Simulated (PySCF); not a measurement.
Run report: C4H12O4Si, geometry relaxation (part 1 of 2)

The run: geometry relaxation of C4H12O4Si (Si(OMe)4), SMILES CO[Si](OC)(OC)OC. Method and program: PBE0-D3(BJ)/def2-SVP geometry optimisation, gas phase (PySCF 2.14.0).

It belongs to a series of runs on one base structure; here: ligand (all four): Me to OMe.

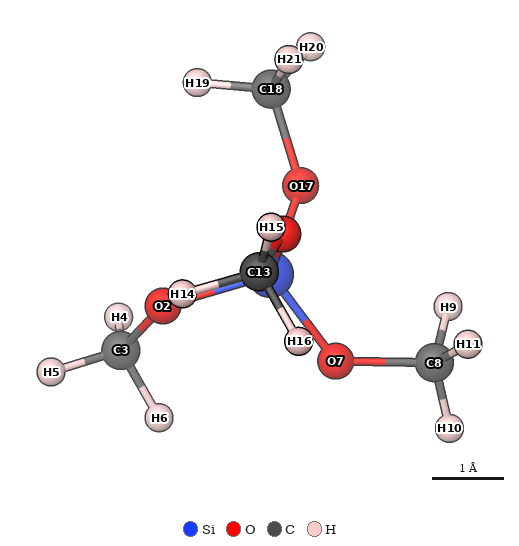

Figure 1. The starting structure (ball-and-stick view, seen at a tilt; atoms are numbered from 1 in the order of the input). Bond lengths as drawn: C–H 0.99 to 1.15 Å, C–O 1.37 to 1.44 Å and O–Si 1.59 to 1.71 Å.

**Input file**
```
{"job": {"xc": "PBE0", "basis": "def2-SVP", "d3": "d3bj", "grid": 1, "maxiter": 40, "shake": 0.03, "kind": "geom"}, "charge": 0, "multiplicity": 1}
Si     0.065620    -0.077960     0.018870
O      0.231800    -0.018950     1.605720
C      0.913990    -0.948620     2.341950
H      0.596300    -1.915800     2.317420
H      0.984680    -0.605070     3.366660
H      1.981220    -1.016330     1.981600
O      1.492800    -0.237740    -0.668750
C      1.797270    -0.425940    -2.044410
H      1.175610    -1.273210    -2.354320
H      2.810780    -0.654650    -2.079170
H      1.475960     0.435430    -2.590140
O     -0.727950     1.404040    -0.305390
C     -0.470810     2.719050     0.080320
H     -0.352170     2.724000     1.216660
H     -1.180580     3.341510    -0.218840
H      0.568220     3.029240    -0.302810
O     -0.944480    -1.136630    -0.601620
C     -2.369260    -1.286290    -0.432730
H     -2.606390    -1.542560     0.595230
H     -2.732660    -2.111120    -1.070230
H     -2.896710    -0.386400    -0.785590
```

The first line tells a small driver script what to run in PySCF; the rest is the geometry in Å.

Hardware: 2 CPU threads, shared host.

Launched with:
```bash
OMP_NUM_THREADS=2 python <driver script> task.json out
```

**Log**
```
step   0  E = -749.07543935  max force = 0.113905
step   1  E = -749.11379869  max force = 0.023161
step   2  E = -749.11609226  max force = 0.004910
step   3  E = -749.11637773  max force = 0.002716
step   4  E = -749.11647063  max force = 0.001560
step   5  E = -749.11649954  max force = 0.000913
step   6  E = -749.11650989  max force = 0.000607
step   7  E = -749.11651951  max force = 0.000650
step   8  E = -749.11653471  max force = 0.001360
step   9  E = -749.11655804  max force = 0.001754
step  10  E = -749.11658351  max force = 0.001369
step  11  E = -749.11660384  max force = 0.000719
step  12  E = -749.11661270  max force = 0.000241
optimisation converged
```

**Trajectory as extended XYZ (Å, eV, eV/Å), 13 frames, from step=0 to step=12**
```
21
Properties=species:S:1:pos:R:3:forces:R:3 step=0 energy=-20383.38094
Si    0.0656   -0.0780    0.0189   -1.9413   3.8927  -0.8376
O     0.2318   -0.0190    1.6057   -0.5869   0.0038   0.9938
C     0.9140   -0.9486    2.3420    3.5195   2.5965   0.2259
H     0.5963   -1.9158    2.3174   -1.8163  -3.2455  -0.1816
H     0.9847   -0.6051    3.3667   -0.1235   0.0429   0.6774
H     1.9812   -1.0163    1.9816   -0.4747   0.0888   0.2487
O     1.4928   -0.2377   -0.6687    1.5564  -0.0129  -0.4218
C     1.7973   -0.4259   -2.0444   -2.8126  -0.6619   1.9026
H     1.1756   -1.2732   -2.3543    0.2041  -0.2609  -0.5962
H     2.8108   -0.6546   -2.0792    2.2674  -0.3167  -0.6008
H     1.4760    0.4354   -2.5901    0.1359   0.9464  -0.8197
O    -0.7279    1.4040   -0.3054    0.1730  -1.2382  -0.5034
C    -0.4708    2.7191    0.0803    5.8572  -3.9440   2.8489
H    -0.3522    2.7240    1.2167   -0.3244   0.4568  -0.9819
H    -1.1806    3.3415   -0.2188   -3.6513   3.1298  -1.6087
H     0.5682    3.0292   -0.3028   -1.2585   0.0753   0.2369
O    -0.9445   -1.1366   -0.6016   -2.1874  -1.8934  -0.5453
C    -2.3693   -1.2863   -0.4327    1.2355   0.0813  -0.9654
H    -2.6064   -1.5426    0.5952   -0.1879   0.1395   0.5310
H    -2.7327   -2.1111   -1.0702    0.3258  -0.0363   0.0427
H    -2.8967   -0.3864   -0.7856    0.0900   0.1559   0.3546
21
Properties=species:S:1:pos:R:3:forces:R:3 step=1 energy=-20384.42475
Si    0.0107   -0.0128    0.0130   -0.5977   1.1910   0.0030
O     0.2211   -0.0220    1.6354    0.0783   0.0053   0.2121
C     0.9427   -0.9648    2.3711    0.3227  -0.1908   0.0813
H     0.4917   -1.9676    2.2883   -0.0283  -0.0706   0.0671
H     0.9542   -0.6748    3.4339   -0.1252   0.0254  -0.0353
H     2.0030   -1.0535    2.0530   -0.2279   0.1243  -0.1104
O     1.4667   -0.2087   -0.6722    0.7929  -0.2617  -0.8513
C     1.7643   -0.4310   -2.0469   -0.4267   0.0914   0.7310
H     1.1935   -1.2791   -2.4618   -0.0056  -0.0370   0.1300
H     2.8357   -0.6505   -2.1303    0.0729   0.0651  -0.0698
H     1.5071    0.4589   -2.6412    0.1412   0.0776  -0.0782
O    -0.7409    1.4279   -0.3349    0.2211  -0.5489   0.0096
C    -0.4157    2.7158    0.0881    0.3379  -0.0265   0.2343
H    -0.3495    2.8038    1.1899   -0.1859  -0.1017  -0.0538
H    -1.1907    3.3965   -0.2821   -0.0492   0.2019   0.0116
H     0.5674    3.0549   -0.2918   -0.0861  -0.0466  -0.1628
O    -0.9665   -1.1576   -0.5931   -0.1890  -0.6174  -0.1339
C    -2.3494   -1.3158   -0.4127    0.4079   0.0570  -0.2029
H    -2.5831   -1.5179    0.6435   -0.1723   0.0289   0.0543
H    -2.6728   -2.1729   -1.0230   -0.0893   0.0131   0.0617
H    -2.8763   -0.4128   -0.7557   -0.1915   0.0204   0.1024
21
Properties=species:S:1:pos:R:3:forces:R:3 step=2 energy=-20384.48716
Si   -0.0017    0.0090   -0.0024   -0.1501   0.1918   0.1621
O     0.2034   -0.0154    1.6270   -0.0891   0.0323  -0.0114
C     0.9424   -0.9574    2.3509    0.0110  -0.1222   0.0364
H     0.5099   -1.9746    2.2681    0.0447   0.1178   0.0096
H     0.9398   -0.6699    3.4145   -0.0174  -0.0133  -0.0346
H     1.9895   -1.0008    2.0078    0.0234  -0.0192  -0.0200
O     1.4767   -0.1895   -0.6706    0.2409  -0.0094  -0.1063
C     1.7609   -0.4264   -2.0253   -0.0793  -0.0069   0.1545
H     1.1860   -1.2868   -2.4073    0.0235  -0.0005  -0.0377
H     2.8361   -0.6446   -2.1216   -0.0440   0.0162  -0.0437
H     1.5205    0.4549   -2.6457    0.0382  -0.0174  -0.0211
O    -0.7432    1.4289   -0.3602   -0.0689  -0.1114  -0.1285
C    -0.3974    2.7007    0.0966   -0.0009   0.2114   0.0730
H    -0.3656    2.7460    1.1980   -0.0284  -0.0146   0.0394
H    -1.1483    3.4279   -0.2603    0.0787  -0.0899   0.0350
H     0.5908    3.0199   -0.2771    0.0269   0.0029  -0.0519
O    -0.9626   -1.1735   -0.5964   -0.0825  -0.2525  -0.0640
C    -2.3455   -1.3205   -0.4145    0.1168   0.0738   0.0044
H    -2.5996   -1.4924    0.6458   -0.0118   0.0021   0.0089
H    -2.6854   -2.1909   -0.9950   -0.0127  -0.0035  -0.0067
H    -2.8934   -0.4288   -0.7617   -0.0192   0.0123   0.0025
21
Properties=species:S:1:pos:R:3:forces:R:3 step=3 energy=-20384.49493
Si   -0.0093    0.0128   -0.0037    0.0115  -0.0265   0.1010
O     0.1882   -0.0121    1.6271   -0.0625   0.0370  -0.0254
C     0.9437   -0.9500    2.3424   -0.0129  -0.0685   0.0015
H     0.5224   -1.9691    2.2538    0.0254   0.0514  -0.0020
H     0.9359   -0.6711    3.4072    0.0112   0.0026  -0.0054
H     1.9896   -0.9788    1.9933    0.0097  -0.0079   0.0005
O     1.4794   -0.1846   -0.6634    0.0598   0.0204   0.0230
C     1.7547   -0.4319   -2.0143    0.0057  -0.0082  -0.0317
H     1.1829   -1.2959   -2.3931   -0.0031   0.0014  -0.0090
H     2.8288   -0.6480   -2.1228   -0.0142  -0.0044   0.0049
H     1.5178    0.4429   -2.6456   -0.0077  -0.0042   0.0017
O    -0.7483    1.4290   -0.3713   -0.0711  -0.0106  -0.0897
C    -0.3937    2.6953    0.1055   -0.0198   0.1396   0.0332
H    -0.3771    2.7249    1.2086    0.0158  -0.0082  -0.0075
H    -1.1349    3.4312   -0.2497    0.0452  -0.0679   0.0185
H     0.5993    3.0092   -0.2633   -0.0025  -0.0120   0.0094
O    -0.9563   -1.1882   -0.5958    0.0598  -0.0760  -0.0373
C    -2.3389   -1.3163   -0.4194   -0.0538   0.0540   0.0330
H    -2.6032   -1.4685    0.6423    0.0050  -0.0082  -0.0037
H    -2.6889   -2.1910   -0.9878   -0.0038   0.0001  -0.0068
H    -2.8788   -0.4238   -0.7795    0.0023  -0.0038  -0.0084
21
Properties=species:S:1:pos:R:3:forces:R:3 step=4 energy=-20384.49746
Si   -0.0111    0.0096   -0.0023    0.0435  -0.0444   0.0111
O     0.1772   -0.0104    1.6291   -0.0285   0.0130  -0.0029
C     0.9477   -0.9418    2.3395    0.0157  -0.0111  -0.0084
H     0.5396   -1.9640    2.2485   -0.0053  -0.0035  -0.0025
H     0.9413   -0.6662    3.4047    0.0071   0.0077   0.0034
H     1.9923   -0.9572    1.9850    0.0008  -0.0005   0.0057
O     1.4837   -0.1838   -0.6563   -0.0233   0.0207   0.0653
C     1.7505   -0.4387   -2.0072    0.0186  -0.0117  -0.0802
H     1.1777   -1.3049   -2.3799   -0.0070   0.0039   0.0056
H     2.8235   -0.6549   -2.1229    0.0011  -0.0063   0.0156
H     1.5102    0.4319   -2.6432   -0.0121   0.0003   0.0104
O    -0.7523    1.4234   -0.3796   -0.0302   0.0147  -0.0379
C    -0.3950    2.6862    0.1134   -0.0158   0.0227   0.0066
H    -0.3846    2.7026    1.2165    0.0169  -0.0011  -0.0027
H    -1.1316    3.4247   -0.2391    0.0045  -0.0139   0.0025
H     0.6008    2.9982   -0.2482    0.0033  -0.0030   0.0115
O    -0.9499   -1.1997   -0.5967    0.0497  -0.0046  -0.0054
C    -2.3366   -1.3054   -0.4289   -0.0758   0.0242   0.0151
H    -2.6117   -1.4452    0.6319    0.0131  -0.0052  -0.0068
H    -2.6965   -2.1794   -0.9926    0.0077   0.0015  -0.0030
H    -2.8619   -0.4088   -0.8010    0.0161  -0.0036  -0.0028
21
Properties=species:S:1:pos:R:3:forces:R:3 step=5 energy=-20384.49824
Si   -0.0112    0.0050   -0.0011    0.0297  -0.0186  -0.0278
O     0.1716   -0.0106    1.6306   -0.0061  -0.0068   0.0058
C     0.9527   -0.9356    2.3392    0.0177   0.0180   0.0003
H     0.5522   -1.9603    2.2507   -0.0115  -0.0179   0.0002
H     0.9488   -0.6577    3.4038    0.0030   0.0020   0.0041
H     1.9963   -0.9433    1.9812   -0.0043   0.0013   0.0006
O     1.4862   -0.1861   -0.6508   -0.0311   0.0110   0.0424
C     1.7485   -0.4456   -2.0030    0.0085  -0.0087  -0.0470
H     1.1719   -1.3113   -2.3710   -0.0030   0.0030   0.0059
H     2.8205   -0.6647   -2.1203    0.0030  -0.0027   0.0079
H     1.5064    0.4239   -2.6396   -0.0028   0.0007   0.0071
O    -0.7550    1.4175   -0.3845    0.0013   0.0169  -0.0057
C    -0.3984    2.6779    0.1191    0.0021  -0.0318   0.0030
H    -0.3879    2.6848    1.2222    0.0069   0.0026  -0.0020
H    -1.1345    3.4171   -0.2292   -0.0132   0.0141  -0.0041
H     0.5985    2.9914   -0.2381   -0.0014   0.0020   0.0036
O    -0.9468   -1.2061   -0.5984    0.0245   0.0107   0.0114
C    -2.3370   -1.2942   -0.4392   -0.0397   0.0053  -0.0047
H    -2.6192   -1.4288    0.6202    0.0045  -0.0025  -0.0032
H    -2.7030   -2.1653   -1.0035    0.0049   0.0019  -0.0005
H    -2.8473   -0.3921   -0.8177    0.0070  -0.0005   0.0026
21
Properties=species:S:1:pos:R:3:forces:R:3 step=6 energy=-20384.49852
Si   -0.0108    0.0015   -0.0007    0.0065   0.0026  -0.0231
O     0.1695   -0.0117    1.6315    0.0002  -0.0166   0.0070
C     0.9567   -0.9316    2.3408    0.0099   0.0201  -0.0002
H     0.5589   -1.9581    2.2574   -0.0069  -0.0098   0.0028
H     0.9563   -0.6495    3.4044   -0.0008   0.0003   0.0007
H     1.9988   -0.9367    1.9789   -0.0027  -0.0015  -0.0015
O     1.4873   -0.1900   -0.6472   -0.0140   0.0020   0.0057
C     1.7488   -0.4514   -2.0005    0.0001  -0.0033  -0.0050
H     1.1678   -1.3144   -2.3672   -0.0003   0.0011   0.0025
H     2.8200   -0.6752   -2.1163    0.0014  -0.0008   0.0009
H     1.5095    0.4194   -2.6362    0.0031   0.0009   0.0021
O    -0.7555    1.4137   -0.3864    0.0161   0.0103   0.0056
C    -0.4008    2.6726    0.1227    0.0032  -0.0312   0.0013
H    -0.3875    2.6744    1.2257    0.0001   0.0013  -0.0001
H    -1.1392    3.4118   -0.2209   -0.0111   0.0148  -0.0024
H     0.5950    2.9898   -0.2340   -0.0015   0.0033  -0.0031
O    -0.9467   -1.2083   -0.5998   -0.0044   0.0062   0.0174
C    -2.3395   -1.2862   -0.4480   -0.0006  -0.0024  -0.0129
H    -2.6272   -1.4213    0.6096   -0.0001  -0.0010  -0.0002
H    -2.7081   -2.1536   -1.0162    0.0010   0.0017  -0.0010
H    -2.8399   -0.3793   -0.8275    0.0009   0.0020   0.0035
```
